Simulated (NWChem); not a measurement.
**Si3H8 (trisilane): levels of theory compared**

Aim: a comparison of 5 runs (HF/6-31G*, B3LYP/6-31G*, PBE0/6-31G*, MP2/6-31G*, CCSD(T)/6-31G*) of Si3H8 (trisilane). 

The results are computed with NWChem 7.3.0.

3 further runs of the same task are left out: 3 set aside as unsound or not needed. Runs told in other sessions of the task aren't counted.

## (1) Starting point

The species is Si3H8 (11 atoms), meant as a singlet with charge 0. SMILES: `[SiH3][SiH2][SiH3]`. The Si1–Si2 distance was set to 2.689 Å, away from the relaxed value.

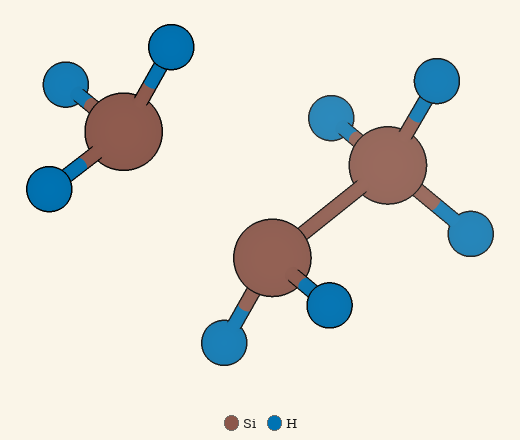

Viewed from a chosen angle; silicon brown, hydrogen blue.

## (2) The energy at HF/6-31G(d) (spherical functions) (run 1)

a.xyz

```xyz
11
H8Si3 hf
Si    -1.417083     1.692868    -0.559616
Si    -0.462570    -0.807300    -0.296320
Si     1.631930    -0.774400     0.742750
H     -2.750363     1.693858    -1.219466
H     -0.478543     2.506578    -1.378416
H     -1.547053     2.326228     0.780294
H     -0.343400    -1.440160    -1.640160
H     -1.410380    -1.620800     0.516390
H      1.515950    -0.154940     2.090430
H      2.583820     0.031780    -0.068050
H      2.179610    -2.149160     0.894770
```

run.py

```python
from ase.io import read
from ase.calculators.nwchem import NWChem

atoms = read('a.xyz')

calc = NWChem(
    label='a',
    theory='scf',
    memory='2200 mb',
    basis='6-31G*',
    basispar='spherical bse',
    scf={'nopen': '0', 'rhf': None, 'thresh': '1e-08', 'maxiter': '80'},
    task='energy',
)
atoms.calc = calc

e = atoms.get_potential_energy()
print(f"E = {e:.6f} eV")
print("dipole (e A):", atoms.get_dipole_moment().round(4))
```

The run is started by

```console
$ export ASE_NWCHEM_COMMAND="nwchem PREFIX.nwi > PREFIX.nwo"
$ python run.py
```

Log:

```text
E = -23711.078243 eV
dipole (e A): [-0.0063 -0.0109 -0.004 ]
```

The calculator wrote a.nwi:

```
title "a"

permanent_dir a

scratch_dir a

start a

geometry units angstrom nocenter noautosym noautoz
  Si -1.4170830000000001e+00 1.6928680000000000e+00 -5.5961600000000000e-01
  Si -4.6256999999999998e-01 -8.0730000000000002e-01 -2.9631999999999997e-01
  Si 1.6319300000000001e+00 -7.7439999999999998e-01 7.4275000000000002e-01
  H  -2.7503630000000001e+00 1.6938580000000001e+00 -1.2194659999999999e+00
  H  -4.7854300000000000e-01 2.5065780000000002e+00 -1.3784160000000001e+00
  H  -1.5470530000000000e+00 2.3262280000000000e+00 7.8029400000000004e-01
  H  -3.4339999999999998e-01 -1.4401600000000001e+00 -1.6401600000000001e+00
  H  -1.4103800000000000e+00 -1.6208000000000000e+00 5.1639000000000002e-01
  H  1.5159499999999999e+00 -1.5493999999999999e-01 2.0904300000000000e+00
  H  2.5838199999999998e+00 3.1780000000000003e-02 -6.8049999999999999e-02
  H  2.1796099999999998e+00 -2.1491600000000002e+00 8.9476999999999995e-01
end

memory 2200 mb

basis spherical bse noprint
   * library 6-31G*
end

scf
  nopen 0
  rhf
  thresh 1e-08
  maxiter 80
end

task scf energy
```

a.nwo:

```text
Northwest Computational Chemistry Package (NWChem) 7.3.0
             --------------------------------------------------------

           Job information
           ---------------

    nwchem branch   = 7.3.0
    use scalapack   = T
    input           = a.nwi
    prefix          = a.
    data base       = a/a.db
    status          = startup
    nproc           =        1

           Memory information
           ------------------

    heap     =     72089596 doubles =      550.0 Mbytes
    stack    =     72089601 doubles =      550.0 Mbytes
    global   =    144179200 doubles =     1100.0 Mbytes (distinct from heap & stack)
    total    =    288358397 doubles =     2200.0 Mbytes
    verify   = yes
    hardfail = no

[... 132 lines left out ...]
 Convergence threshold     :          1.000E-08
[... 12 lines left out ...]
       Final RHF  results
[... 3 lines left out ...]
      One-electron energy =  -1573.809418048856
[... 1 line left out ...]
 Nuclear repulsion energy =    183.637843818652
[... 43 lines left out ...]
                       ROHF Final Molecular Orbital Analysis
[... 245 lines left out ...]
  Mulliken analysis of the total density
  --------------------------------------

    Atom       Charge   Shell Charges
 -----------   ------   -------------------------------------------------------
    1 Si  14    13.60   2.00  2.00  5.98  0.93  1.83  0.33  0.39  0.15
    2 Si  14    13.84   2.00  2.00  5.98  0.92  1.89  0.45  0.48  0.13
    3 Si  14    13.57   2.00  2.00  5.98  0.94  1.91  0.28  0.31  0.16
[... 7 lines of this table left out ...]
   11 H    1     1.13   0.50  0.63

       Multipole analysis of the density wrt the origin
       ------------------------------------------------

     L   x y z        total         open         nuclear
     -   - - -        -----         ----         -------
     0   0 0 0     -0.000000      0.000000     50.000000

     1   1 0 0     -0.011986      0.000000     -7.026910
[... 8 lines of this table left out ...]
     2   0 0 2    -35.256959      0.000000     90.937354

 Task  times  cpu:        7.6s     wall:        7.6s
 Total times  cpu:        7.6s     wall:        7.6s
```

Wall time 8.7 s (1 thread of Intel Xeon 6975P-C (Granite Rapids), shared host); peak memory 0.1 GiB.

## (3) The energy at B3LYP/6-31G(d) (spherical functions) (run 2)

sp.xyz

```xyz
11
H8Si3 B3LYP
Si    -1.417083     1.692868    -0.559616
Si    -0.462570    -0.807300    -0.296320
Si     1.631930    -0.774400     0.742750
H     -2.750363     1.693858    -1.219466
H     -0.478543     2.506578    -1.378416
H     -1.547053     2.326228     0.780294
H     -0.343400    -1.440160    -1.640160
H     -1.410380    -1.620800     0.516390
H      1.515950    -0.154940     2.090430
H      2.583820     0.031780    -0.068050
H      2.179610    -2.149160     0.894770
```

sp.nw

```
start sp
title "H8Si3 B3LYP"
memory stack 880 mb heap 220 mb global 1100 mb
geometry units angstroms noautosym nocenter noautoz
  load format xyz sp.xyz
end
basis "ao basis" spherical bse
  Si library 6-31G*
  H library 6-31G*
end
dft
  xc b3lyp
  grid xfine
  convergence energy 1e-08
  maxiter 100
  mulliken
end
task dft energy
```

The run is started by

```console
$ nwchem sp.nw > sp.out
```

Log:

```text
[...]
          Wavefunction type:  closed shell.
          No. of atoms     :    11
          No. of electrons :    50
[...]
          Charge           :     0
          Spin multiplicity:     1
[...]
          AO basis - number of functions:    70
[...]
              XC Information
              --------------
                         B3LYP Method XC Potential
                     Hartree-Fock (Exact) Exchange  0.200
                        Slater Exchange Functional  0.800 local
                    Becke 1988 Exchange Functional  0.720 non-local
              Lee-Yang-Parr Correlation Functional  0.810
                  VWN I RPA Correlation Functional  0.190 local
[...]
 d= 0,ls=0.0,diis     1   -873.2324698277 -1.06D+03  8.15D-03  1.85D-01     3.5
[...]
 d= 0,ls=0.0,diis     8   -873.2630741556 -6.08D-10  1.34D-06  4.51D-09    22.0
         Total DFT energy =     -873.263074155634
      One electron energy =    -1574.295086483609
           Coulomb energy =      583.124478192947
    Exchange-Corr. energy =      -65.730309683624
 Nuclear repulsion energy =      183.637843818652
[...]
      Total Density - Mulliken Population Analysis
     ---------------------------------------------
    Atom       Charge   Shell Charges
 -----------   ------   -------------------------------------------------------
    1 Si  14    13.83   2.00  2.00  5.96  1.02  1.91  0.33  0.49  0.11
    2 Si  14    13.95   2.00  2.00  5.96  1.03  1.95  0.39  0.53  0.10
    3 Si  14    13.82   2.00  2.00  5.96  1.02  1.99  0.30  0.43  0.12
    4 H    1     1.05   0.51  0.54
    5 H    1     1.05   0.51  0.54
    6 H    1     1.05   0.51  0.54
    7 H    1     1.05   0.50  0.54
    8 H    1     1.05   0.50  0.54
    9 H    1     1.05   0.51  0.55
   10 H    1     1.05   0.51  0.55
[...]
```

It took 23 s on 1 thread of Intel Xeon 6975P-C (Granite Rapids), shared host; peak memory 0.15 GiB.

Run 3 isn't shown in full; the table further down has it.

## (4) A single-point energy at MP2/6-31G(d) (spherical functions) (run 4)

h8si3.nw

```
start h8si3
memory 2200 mb
geometry units angstrom noautosym nocenter noautoz
 Si      -1.417083       1.692868      -0.559616
 Si      -0.462570      -0.807300      -0.296320
 Si       1.631930      -0.774400       0.742750
 H       -2.750363       1.693858      -1.219466
 H       -0.478543       2.506578      -1.378416
 H       -1.547053       2.326228       0.780294
 H       -0.343400      -1.440160      -1.640160
 H       -1.410380      -1.620800       0.516390
 H        1.515950      -0.154940       2.090430
 H        2.583820       0.031780      -0.068050
 H        2.179610      -2.149160       0.894770
end
basis spherical bse
 * library 6-31G*
end
scf
 singlet
 rhf
 thresh 1e-08
 maxiter 80
end
mp2
 freeze core 15
 tight
end
task mp2 energy
```

The run is started by

```console
$ nwchem h8si3.nw > h8si3.out
```

Log:

```text
[...]
  functions       =    70
[...]
  wavefunction    = RHF
[...]
         Total SCF energy =   -871.366060562636
      One-electron energy =  -1573.809418048888
      Two-electron energy =    518.805513667600
 Nuclear repulsion energy =    183.637843818652
        Time for solution =      7.0s
[...]
          Total MP2 energy          -871.603423874664
[...]
```

Run time: 9.3 s. Hardware: 1 thread of Intel Xeon 6975P-C (Granite Rapids), shared host; peak memory 0.14 GiB.

## (5) The energy at CCSD(T)/6-31G(d) (spherical functions) (run 5)

struct.xyz

```xyz
11
H8Si3 ccsd(t)
Si    -1.417083     1.692868    -0.559616
Si    -0.462570    -0.807300    -0.296320
Si     1.631930    -0.774400     0.742750
H     -2.750363     1.693858    -1.219466
H     -0.478543     2.506578    -1.378416
H     -1.547053     2.326228     0.780294
H     -0.343400    -1.440160    -1.640160
H     -1.410380    -1.620800     0.516390
H      1.515950    -0.154940     2.090430
H      2.583820     0.031780    -0.068050
H      2.179610    -2.149160     0.894770
```

struct.nw

```
start struct
title "H8Si3 ccsd(t)"
memory total 2200 mb
charge 0
geometry noautosym nocenter noautoz
  load struct.xyz
end
basis "ao basis" spherical bse
  Si library 6-31G*
  H library 6-31G*
end
scf
  thresh 1e-08
  maxiter 80
  noprint "final vectors analysis"
end
ccsd
  freeze core 15
  maxiter 60
end
task ccsd(t) energy
```

The run is started by

```console
$ nwchem struct.nw > struct.out
```

Log:

```text
[...]
  functions       =    70
[...]
  wavefunction    = RHF
[...]
         Total SCF energy =   -871.366060562572
      One-electron energy =  -1573.809418048909
      Two-electron energy =    518.805513667685
 Nuclear repulsion energy =    183.637843818652
        Time for solution =      7.0s
[...]
 Total MP2 energy:           -871.603423874599684
[...]
             energy      energy      error      ampl     ampl      Block
                                                time     time      time
[...]
 Total CCSD energy:           -871.665162406395098
[...]
 Total CCSD+T(CCSD) energy:           -871.673833747834124
[...]
 Total CCSD(T) energy:                -871.673542369135134
[...]
```

Wall time 51 s (1 thread of Intel Xeon 6975P-C (Granite Rapids), shared host); peak memory 0.15 GiB.

## (6) All runs side by side

```
run                                 level  iteration cap   module  energy (Eh)  dipole moment (D) of the reference  HOMO energy (eV)  LUMO energy (eV)  wall time
  1       HF/6-31G* (spherical functions)             80      scf  -871.366061                                0.06             -9.81              2.56      8.7 s
  2    B3LYP/6-31G* (spherical functions)            100      dft  -873.263074                                0.06             -7.34             -0.76       23 s
  3     PBE0/6-31G* (spherical functions)            100      dft  -872.820670                                0.04             -7.60             -0.63       23 s
  4      MP2/6-31G* (spherical functions)             80      mp2  -871.603424                                   –             -9.81              2.56      9.3 s
  5  CCSD(T)/6-31G* (spherical functions)             80  ccsd(t)  -871.673542                                   –                 –                 –       51 s
```

## (7) Outcome

| quantity | value |
| --- | --- |
| run 5: total energy | -871.67354 Eh |
| run 5: correlation energy (15 core orbitals frozen) | -307.5 mEh |
| run 5: (T) correction | -8.38 mEh |

Below the HF energy at the same shape and in the same basis (6-31G*): MP2 -237.4 mEh; CCSD(T) -307.5 mEh. Over runs 1, 2, 3 the dipole moment (its size) runs from 0.04 D (PBE0/6-31G*) to 0.06 D (HF/6-31G*). Over runs 1, 2, 3 the HOMO–LUMO gap runs from 6.58 eV (B3LYP/6-31G*) to 12.37 eV (HF/6-31G*). Exact exchange widens orbital gaps. Totals of different functionals can't be ranked against each other. All runs together took 1.9 min, the longest 51 s.
